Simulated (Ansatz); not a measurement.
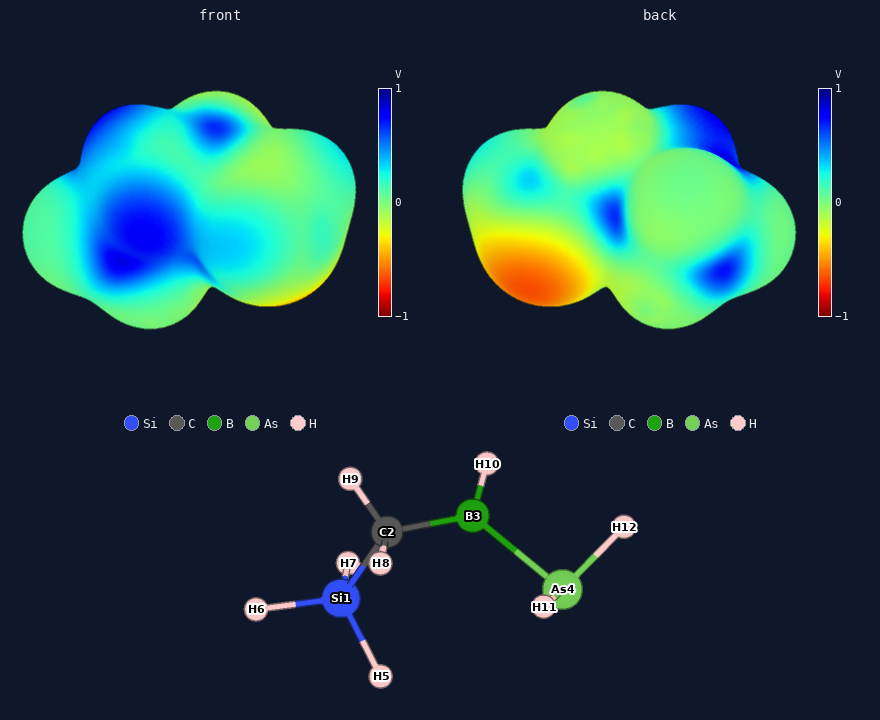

The picture shows: CH$_{8}$AsBSi (SMILES [SiH3]CB[AsH2]). The electrostatic potential painted on the density surface at 0.001 e/bohr³, seen from the front and from behind; red is negative and blue positive. The bare structure is drawn below in the same view.

Geometry: PBE0-D4/def2-TZVP.

All numbers below come from Ansatz, RKS PBE0-D4/def2-TZVPP.

Input

```
crystal:
  periodic: [false, false, false]
  atoms:
    - {symbol: Si, position_ang: [-0.870550, 1.586323, -0.170505]}
    - {symbol: C, position_ang: [0.020386, 0.303398, 0.901083]}
    - {symbol: B, position_ang: [0.959263, -0.498324, -0.015514]}
    - {symbol: As, position_ang: [0.350488, -2.073696, -1.108160]}
    - {symbol: H, position_ang: [-1.756550, 0.906415, -1.150277]}
    - {symbol: H, position_ang: [-1.696245, 2.462851, 0.701326]}
    - {symbol: H, position_ang: [0.105799, 2.427848, -0.909472]}
    - {symbol: H, position_ang: [-0.775721, -0.276860, 1.376935]}
    - {symbol: H, position_ang: [0.553469, 0.890677, 1.655704]}
    - {symbol: H, position_ang: [2.055254, -0.082621, -0.264153]}
    - {symbol: H, position_ang: [-0.467646, -2.787787, -0.048981]}
    - {symbol: H, position_ang: [1.598951, -2.913324, -0.933986]}
basis:
  gaussian: {orbitals: def2-TZVPP}
hamiltonian: {xc: pbe0, dispersion: d4}
output: {orbitals: {seedname: orbitals}}
```

Command:

```sh
ansatz run in.yaml --threads 4 --pin off --events-out ev --progress --plain --max-ram 10444MiB
```

> Which sites attract a positive test charge, and which a negative one?

A positive charge is drawn to the negative regions and a negative charge to the positive ones. The most negative region (about −0.6 V) lies over As4, the most positive (about +0.8 V) over Si1, H8 and H9.
